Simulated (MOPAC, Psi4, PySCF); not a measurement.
Interaction energy of C2H3N ··· H3O+ (SMILES CC#N and [OH3+]) (charge +1). Monomers: optimised at B3LYP-D3(BJ) (def2-TZVP), held rigid. Orientation: a random orientation, not optimised. The monomers approach along the line of their centres of mass (distance R); nothing else relaxes.

Geometry at R = 3.65 Å (first 6 atoms: monomer A):
```
10

C     -0.4884    -0.0073     0.0112
C      0.9654     0.0143    -0.0219
N      2.1144     0.0315    -0.0483
H     -0.8736    -0.6164    -0.8068
H     -0.8364    -0.4267     0.9553
H     -0.8813     1.0046    -0.0895
O      2.7930    -3.0085    -0.2068
H      3.6087    -3.5537    -0.2072
H      2.1187    -3.3156    -0.8500
H      2.4310    -2.8493     0.6911
```

- AM1, restricted, heats of formation (MOPAC)
- RKS-B3LYP/6-31G* = restricted B3LYP/6-31G*, spherical d, no counterpoise correction run with PySCF
- PM3, restricted, heats of formation (MOPAC)
- RKS-LDA (SVWN5)/6-31G* = restricted LDA (SVWN5)/6-31G*, spherical d, no counterpoise correction (PySCF)
- revPBE-D3(BJ)/def2-TZVP, counterpoise-corrected (Psi4)

Interaction energies in kcal/mol (negative: bound); R is the distance of the centres of mass, d the N3···H10 distance.

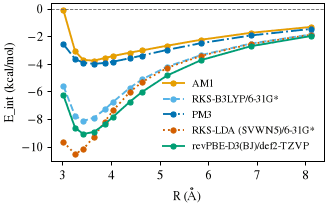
*Interaction energy against separation.*

```tsv
R / Å	d / Å	AM1	RKS-B3LYP/6-31G*	PM3	RKS-LDA (SVWN5)/6-31G*	revPBE-D3(BJ)/def2-TZVP
3.02	2.48	-0.11	-5.60	-2.58	-9.68	-6.29
3.26	2.67	-3.08	-7.78	-3.66	-10.54	-8.64
3.43	2.81	-3.73	-8.15	-3.93	-10.20	-9.09
3.65	2.99	-3.77	-7.91	-4.01	-9.28	-8.94
3.87	3.18	-3.59	-7.32	-3.95	-8.21	-8.39
4.05	3.34	-3.43	-6.75	-3.85	-7.37	-7.83
4.39	3.64	-3.20	-5.75	-3.60	-6.05	-6.76
4.64	3.87	-3.03	-5.14	-3.40	-5.33	-6.05
5.16	4.35	-2.69	-4.21	-2.99	-4.30	-4.85
5.86	5.01	-2.26	-3.37	-2.51	-3.42	-3.73
6.88	5.99	-1.76	-2.54	-1.95	-2.57	-2.73
8.13	7.20	-1.33	-1.87	-1.47	-1.90	-1.99
```

Lowest grid point: AM1 -3.77 kcal/mol at R = 3.65 Å; RKS-B3LYP/6-31G* -8.15 kcal/mol at R = 3.43 Å; PM3 -4.01 kcal/mol at R = 3.65 Å; RKS-LDA (SVWN5)/6-31G* -10.54 kcal/mol at R = 3.26 Å; revPBE-D3(BJ)/def2-TZVP -9.09 kcal/mol at R = 3.43 Å.
